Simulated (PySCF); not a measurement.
Vertical excitations of a molecule C4H9N from PySCF with TDDFT-PBE/def2-SVPD, as energy in eV (oscillator strength): 4.93 (0.001), 6.17 (0.009), 6.36 (0.036), 6.74 (0.108), 6.94 (0.140), 7.15 (0.037), 7.24 (0.182), 7.39 (0.062), 7.64 (0.005), 7.83 (0.020). Lowest triplet (TDA): 4.18 eV. Coordinates come from a PBE0-D3(BJ)/def2-SVP optimisation. The values are those of a single conformer.

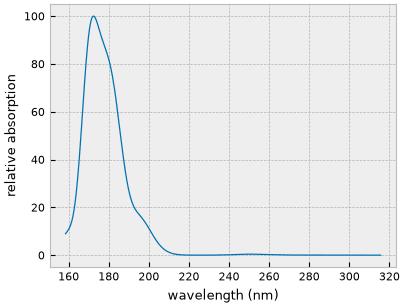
Fig. 1. The lines broadened by 0.4 eV.

Pick the molecule that these values belong to.
(A) CNC1CC1
(B) C[C@H]1CCN1
(C) CN1CCC1
(D) C/C=N/CC

D, C/C=N/CC
